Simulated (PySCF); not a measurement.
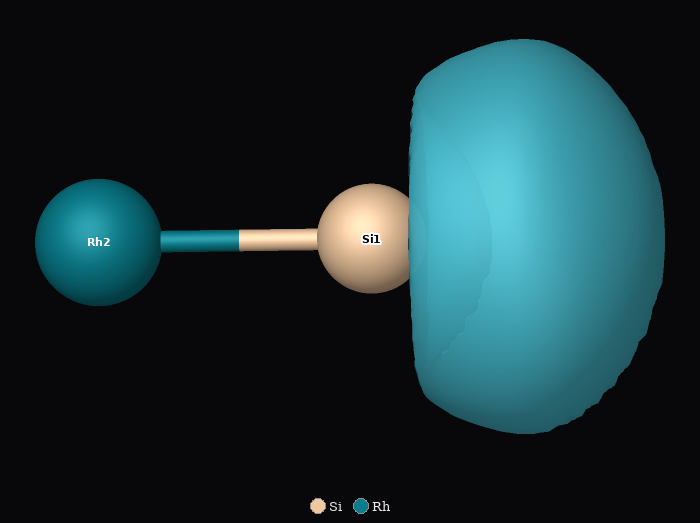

The picture shows: SiRh (doublet). Isosurface of the ELF at 0.8 (cyan), seen from one side. Core shells and regions of very low density are left out.

Core potentials replace the inner electrons of Rh.

Computed with PySCF, PBE0/def2-TZVPP, non-relativistic Hamiltonian with scalar-relativistic core potentials where named, at a bond length of 2.026 Å.

```xyz
2

Si    0.0000    0.0000   -1.5929
Rh    0.0000    0.0000    0.4331
```

> Identify the bonds, lone pairs and shells in this picture.

At this value the surface marks out one lobe on Si, pointing away from the bonds (non-bonding electrons). Along the contacts the grid gives the following. Si–Rh (2.03 Å): the ELF peaks at about 0.55 in the valence shell of Si, 0.9 Å from its nucleus, and is about 0.50 at the midpoint.
